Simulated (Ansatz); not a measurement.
Method: PBE (plane waves to 420 eV, PAW; Ansatz, a quantum-chemistry and plane-wave program).

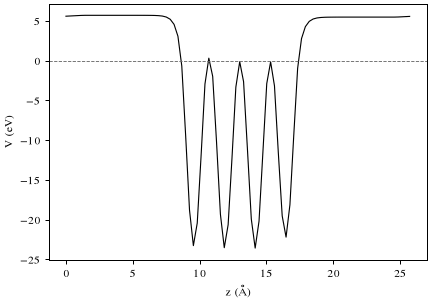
*Electrostatic potential energy of an electron, averaged over planes parallel to the surface, in eV from the Fermi level, for Ti on a Pt site (surface) in a 3x3 cell of the 1x1 (111) surface of fcc Pt*

Model: 36-atom slab, 6.9 Å thick at the start (thin: gaps and levels are the slab's own), 4x4x1 mesh, Fermi-Dirac 0.1 eV, dipole correction, 9 atoms held, the rest relaxed; symmetry of the start imposed; no spin, no spin-orbit, no U.

The vacuum level lies 5.47 eV above the Fermi level over the top face and 5.70 eV above it under the bottom face.
